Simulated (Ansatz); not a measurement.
# A computed series for hypothetical CsCl type NbP: pressure series

Consider NbP in the CsCl type structure (space group Pm-3m, No. 221; a = 3.0792 Å; a hypothetical phase, not in the database extracts checked).

Cell and atoms are relaxed at each pressure.

Computed with DFT with PBEsol, PAW potentials and a 420 eV plane-wave cutoff in Ansatz (a program for electronic structure), no spin-orbit coupling.

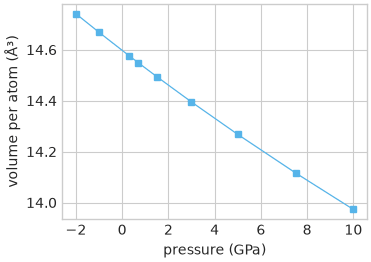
Figure: Volume against pressure

Estimate the zero-pressure bulk modulus from the plot.

About 210 GPa; a third-order Birch–Murnaghan fit to the points gives V₀ = 14.60 Å³/atom, B₀ = 208 GPa and B₀′ = 4.3.

Load acts through the strain it causes; cell and atoms are relaxed under it. Whether these cells are dynamically stable was not tested. No other phases were tried under pressure. The final runs are not spin-polarised.
